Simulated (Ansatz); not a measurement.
## CH5ClGeOSi: geometry relaxation (part 1 of 2)

CH5ClGeOSi, SMILES Cl[SiH2][GeH]1[CH2][O]1, computed with RKS PBE0-D4/def2-TZVP (Ansatz 0.2.0).

The geometry: PBE-D4/def2-SVP start. Figures and captions count atoms from 1; the log counts them from 0 in places.

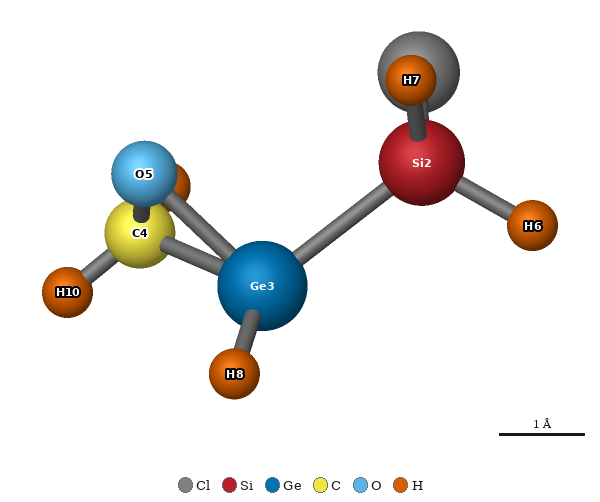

**Figure 1.** The structure as given in the input (ball-and-stick view, seen at a tilt; atoms are numbered from 1 in the order of the input). Sticks mark near contacts.

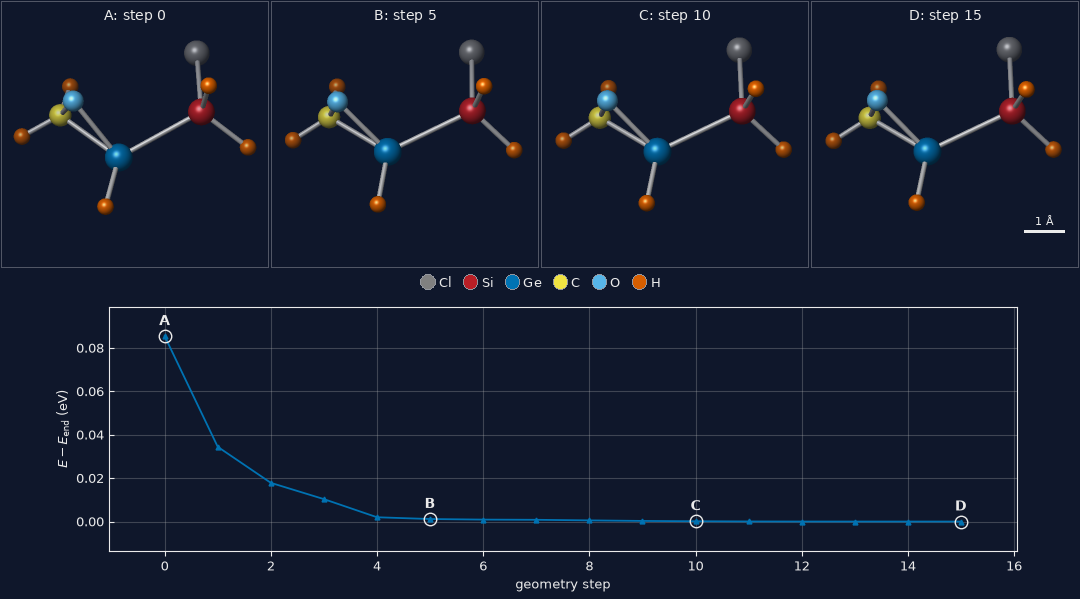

**Figure 2.** Frames of the relaxation (ball-and-stick view, seen at a tilt) above the curves, on which the letters mark them (the first geometry is step 0 here and step 1 in the log).

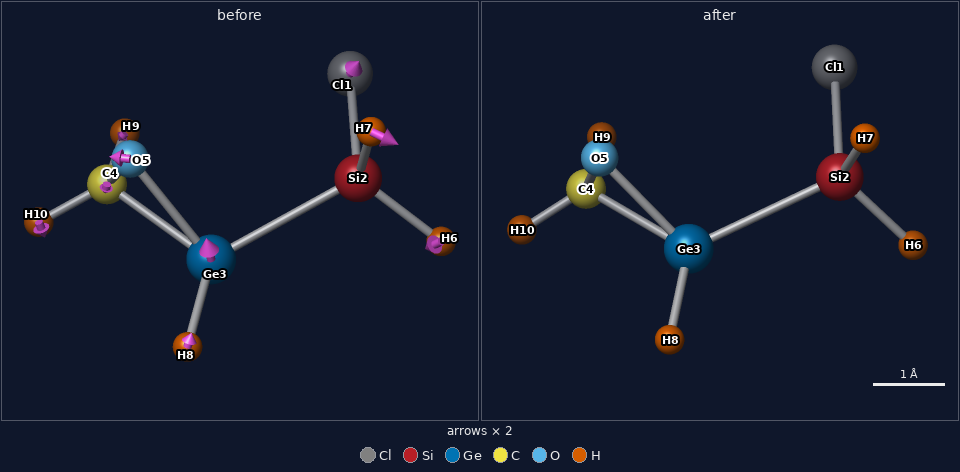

**Figure 3.** Before (left) and after (right) the relaxation, at one scale (ball-and-stick view, seen at a tilt). The pink arrows give the displacements, magnified 2 times. The atom that moves furthest after the best rigid fit is H7 (0.22 Å). By element the largest moves are H 0.22 Å, Ge 0.21 Å, Cl 0.17 Å, O 0.15 Å, C 0.09 Å, Si 0.03 Å. Among the contacts that change: Ge3–O5 1.918 → 1.847 Å, Ge3–C4 1.953 → 1.912 Å, Cl1–Si2 2.088 → 2.053 Å, C4–H10 1.113 → 1.091 Å. Among the angles that change: Si2–Ge3–O5 98.7° → 108.6°, Si2–Ge3–C4 114.5° → 119.5°, O5–Ge3–H8 106.7° → 110.4°. The energy falls by 0.085 eV in 15 geometry steps. Largest force component: 0.68 eV/Å at the start, 0.0015 eV/Å at the end. (Atoms are counted from 1 in the order of the input.)

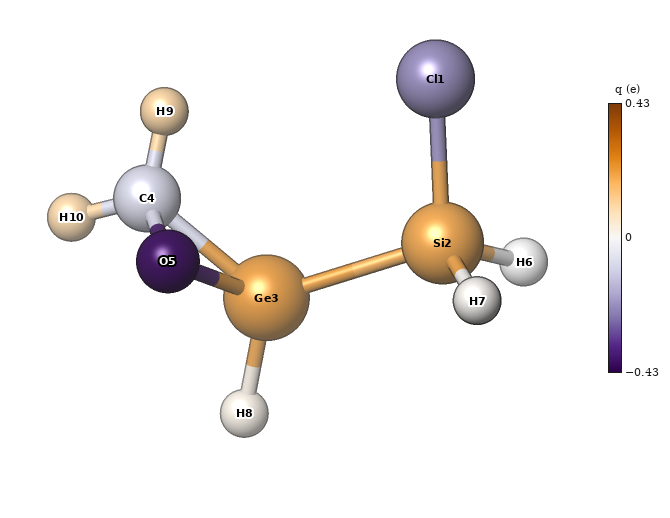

**Figure 4.** Mulliken charges, as the colour of each atom (ball-and-stick view, seen at a tilt; atoms are numbered from 1 in the order of the input). By element: Cl −0.22, Si +0.21, Ge +0.24, C −0.10, O −0.41 and H 0.00 to +0.12 e.

The input that produced these results follows, with the program's output.

Input:
```yaml
crystal:
  periodic: [false, false, false]
  atoms:
    - {symbol: Cl, position_ang: [-1.621342, -0.486952, 2.043667]}
    - {symbol: Si, position_ang: [-1.532341, 0.849726, 0.442485]}
    - {symbol: Ge, position_ang: [0.166256, -0.001136, -0.985474]}
    - {symbol: C, position_ang: [1.504800, -1.099963, -0.083655]}
    - {symbol: O, position_ang: [1.674095, 0.258626, 0.170382]}
    - {symbol: H, position_ang: [-2.878940, 0.905484, -0.223462]}
    - {symbol: H, position_ang: [-1.167605, 2.207967, 0.967899]}
    - {symbol: H, position_ang: [0.531785, 0.644558, -2.348570]}
    - {symbol: H, position_ang: [1.147095, -1.735262, 0.755740]}
    - {symbol: H, position_ang: [2.259297, -1.594247, -0.736012]}
basis:
  gaussian: {orbitals: def2-TZVP}
hamiltonian: {xc: pbe0, dispersion: d4}
relax: {f_tol: 0.005, max_steps: 150}
```

Launched with:
```bash
ansatz run in.yaml --threads 4 --pin off --events-out ev --progress --plain --max-ram 10444MiB
```

Log:
```
Functional definition: PBE0
  name "PBE0"
  cite "Adamo & Barone, J. Chem. Phys. 110, 6158 (1999) doi:10.1063/1.478522"
  cite "Perdew, Burke & Ernzerhof, Phys. Rev. Lett. 77, 3865 (1996) doi:10.1103/PhysRevLett.77.3865"
  parent pbe
  parameter a = 0.25
  parameter kappa = 0.804
  parameter beta = 0.06672455060314922
  exchange = (1 - a)*pbe_x(kappa = kappa, mu = beta*pi^2/3) + a*exact_x
  correlation = pbe_c(beta = beta)
1488 factors; their error is unknown
mean field evaluation 1: about -80059.7148 eV, gradient 6.1e1 eV
mean field evaluation 2: about -79956.0134 eV, gradient 1.8e2 eV
mean field evaluation 4: about -80067.3731 eV, gradient 1.4e1 eV
mean field evaluation 8: about -80067.7496 eV, gradient 1.5e-1 eV
mean field evaluation 16: about -80068.0874 eV, gradient 3.5e-3 eV
mean field -80068.08743255 eV, -2942.4479410473 hartree, gradient 2.5e-5 eV, S^2 0.000000; 0 other end points of the search recorded, 0 dependent functions left out
the calculation of the forces begins
reference -80068.08746728 eV, -2942.4479423235 hartree; 41, 41 occupied and 173, 173 virtual orbitals, 1488 factors
relax step   1: F+E_penalty+E_count = -80068.31653152 eV  Δ(F+E_penalty+E_count) = +0.000e0 eV  max|allowed force component| = 6.823e-1 eV/Å  Δτ_max = 0.0000 Å  (31 SCF iters, accepted)
these checks for a lower state are left out or cut short: starts, cluster_reference, orbital_swaps, neighbouring_geometries, increment
1488 factors; their error is unknown
mean field -80068.13868625 eV, -2942.4498245859 hartree, gradient 9.0e-6 eV, S^2 0.000000; 0 other end points of the search recorded, 0 dependent functions left out
[... from here on the field's lines of each further geometry are left out, up to the last ...]
relax step   2: F+E_penalty+E_count = -80068.36753411 eV  Δ(F+E_penalty+E_count) = -5.100e-2 eV  max|allowed force component| = 4.792e-1 eV/Å  Δτ_max = 0.0481 Å  (34 SCF iters, accepted)
relax step   3: F+E_penalty+E_count = -80068.38412732 eV  Δ(F+E_penalty+E_count) = -1.659e-2 eV  max|allowed force component| = 2.683e-1 eV/Å  Δτ_max = 0.0431 Å  (33 SCF iters, accepted)
relax step   4: F+E_penalty+E_count = -80068.39163374 eV  Δ(F+E_penalty+E_count) = -7.506e-3 eV  max|allowed force component| = 3.153e-1 eV/Å  Δτ_max = 0.0376 Å  (34 SCF iters, accepted)
relax step   5: F+E_penalty+E_count = -80068.39998478 eV  Δ(F+E_penalty+E_count) = -8.351e-3 eV  max|allowed force component| = 9.011e-2 eV/Å  Δτ_max = 0.0864 Å  (32 SCF iters, accepted)
relax step   6: F+E_penalty+E_count = -80068.40080105 eV  Δ(F+E_penalty+E_count) = -8.163e-4 eV  max|allowed force component| = 2.365e-2 eV/Å  Δτ_max = 0.0183 Å  (35 SCF iters, accepted)
relax step   7: F+E_penalty+E_count = -80068.40106757 eV  Δ(F+E_penalty+E_count) = -2.665e-4 eV  max|allowed force component| = 1.429e-2 eV/Å  Δτ_max = 0.0070 Å  (35 SCF iters, accepted)
relax step   8: F+E_penalty+E_count = -80068.40115739 eV  Δ(F+E_penalty+E_count) = -8.982e-5 eV  max|allowed force component| = 5.644e-3 eV/Å  Δτ_max = 0.0063 Å  (36 SCF iters, accepted)
relax step   9: F+E_penalty+E_count = -80068.40142635 eV  Δ(F+E_penalty+E_count) = -2.690e-4 eV  max|allowed force component| = 2.092e-2 eV/Å  Δτ_max = 0.0298 Å  (34 SCF iters, accepted)
relax step  10: F+E_penalty+E_count = -80068.40167989 eV  Δ(F+E_penalty+E_count) = -2.535e-4 eV  max|allowed force component| = 3.073e-2 eV/Å  Δτ_max = 0.0417 Å  (34 SCF iters, accepted)
relax step  11: F+E_penalty+E_count = -80068.40182581 eV  Δ(F+E_penalty+E_count) = -1.459e-4 eV  max|allowed force component| = 2.563e-2 eV/Å  Δτ_max = 0.0253 Å  (34 SCF iters, accepted)
relax step  12: F+E_penalty+E_count = -80068.40192161 eV  Δ(F+E_penalty+E_count) = -9.580e-5 eV  max|allowed force component| = 1.754e-2 eV/Å  Δτ_max = 0.0145 Å  (35 SCF iters, accepted)
relax step  13: F+E_penalty+E_count = -80068.40195639 eV  Δ(F+E_penalty+E_count) = -3.478e-5 eV  max|allowed force component| = 8.810e-3 eV/Å  Δτ_max = 0.0073 Å  (36 SCF iters, accepted)
relax step  14: F+E_penalty+E_count = -80068.40196023 eV  Δ(F+E_penalty+E_count) = -3.845e-6 eV  max|allowed force component| = 5.323e-3 eV/Å  Δτ_max = 0.0024 Å  (36 SCF iters, accepted)
relax step  15: F+E_penalty+E_count = -80068.40196037 eV  Δ(F+E_penalty+E_count) = -1.390e-7 eV  max|allowed force component| = 7.951e-3 eV/Å  Δτ_max = 0.0022 Å  (37 SCF iters, accepted)
the calculation of the forces begins
reference -80068.17620803 eV, -2942.4512034860 hartree; 41, 41 occupied and 173, 173 virtual orbitals, 1488 factors
relax step  16: F+E_penalty+E_count = -80068.40196762 eV  Δ(F+E_penalty+E_count) = -7.247e-6 eV  max|allowed force component| = 1.537e-3 eV/Å  Δτ_max = 0.0018 Å  (37 SCF iters, accepted)
1488 factors; their error is unknown
mean field evaluation 128: about -80060.2346 eV, gradient 6.0e1 eV
mean field -80068.17617307 eV, -2942.4512022012 hartree, gradient 5.7e-5 eV, S^2 0.000000; 1 other end points of the search recorded, 0 dependent functions left out
the calculation of the forces begins
reference -80068.17620803 eV, -2942.4512034860 hartree; 41, 41 occupied and 173, 173 virtual orbitals, 1488 factors
Total energy: -80068.40200258 eV, -2942.4595012826 hartree
Atom 0 at    -1.622882    -0.337721     2.124575 Å, force    -0.000070    -0.000297     0.000328 eV/Å
Atom 1 at    -1.547789     0.866793     0.464000 Å, force    -0.000133     0.000358    -0.000180 eV/Å
Atom 2 at     0.268675     0.125499    -0.857681 Å, force     0.000078    -0.000032    -0.000173 eV/Å
Atom 3 at     1.488722    -1.161662    -0.142332 Å, force     0.000067     0.001537    -0.001084 eV/Å
Atom 4 at     1.803662     0.177538     0.168678 Å, force     0.000064    -0.000711    -0.000794 eV/Å
Atom 5 at    -2.824810     0.736915    -0.279463 Å, force     0.000451     0.000019     0.000360 eV/Å
Atom 6 at    -1.365644     2.269531     0.906353 Å, force     0.000106    -0.000680    -0.000509 eV/Å
Atom 7 at     0.537962     0.707873    -2.250386 Å, force     0.000031     0.000175     0.000601 eV/Å
Atom 8 at     1.169503    -1.778006     0.698202 Å, force    -0.000634    -0.000414     0.000660 eV/Å
Atom 9 at     2.175703    -1.657959    -0.828946 Å, force     0.000041     0.000045     0.000791 eV/Å
Dipole moment:    -0.340488    -0.028221    -0.370827 e Å
```

Trajectory as extended XYZ (Å, eV, eV/Å), 16 frames, from step=1 to step=16:
```
10
Properties=species:S:1:pos:R:3:forces:R:3 step=1 energy=-80068.31653
Cl   -1.6213   -0.4870    2.0437   -0.0079   0.3880  -0.4265
Si   -1.5323    0.8497    0.4425   -0.1704  -0.0687   0.2285
Ge    0.1663   -0.0011   -0.9855    0.6823   0.1158   0.4062
C     1.5048   -1.1000   -0.0837   -0.0669  -0.2225  -0.0949
O     1.6741    0.2586    0.1704   -0.3852  -0.4818  -0.3763
H    -2.8789    0.9055   -0.2235    0.3019  -0.0438   0.1824
H    -1.1676    2.2080    0.9679   -0.0842  -0.3332  -0.1057
H     0.5318    0.6446   -2.3486   -0.1002  -0.1340   0.2391
H     1.1471   -1.7353    0.7557    0.2346   0.4216  -0.4450
H     2.2593   -1.5942   -0.7360   -0.4041   0.3588   0.3921
10
Properties=species:S:1:pos:R:3:forces:R:3 step=2 energy=-80068.36753
Cl   -1.6444   -0.4516    2.0204   -0.0082   0.0237  -0.0100
Si   -1.5391    0.8525    0.4311   -0.0764  -0.0143   0.1407
Ge    0.1805    0.0107   -0.9570    0.4792   0.0598   0.3011
C     1.5066   -1.1082   -0.0940   -0.0880  -0.1869  -0.0778
O     1.6966    0.2406    0.1657   -0.2994  -0.0121  -0.2395
H    -2.8809    0.8960   -0.2101    0.1145   0.0031  -0.0303
H    -1.1773    2.1920    0.9628   -0.0313  -0.0506  -0.0683
H     0.5198    0.6386   -2.3179   -0.0215  -0.0467   0.0215
H     1.1744   -1.7298    0.7472    0.0554   0.1211  -0.1442
H     2.2468   -1.5919   -0.7453   -0.1243   0.1030   0.1068
```
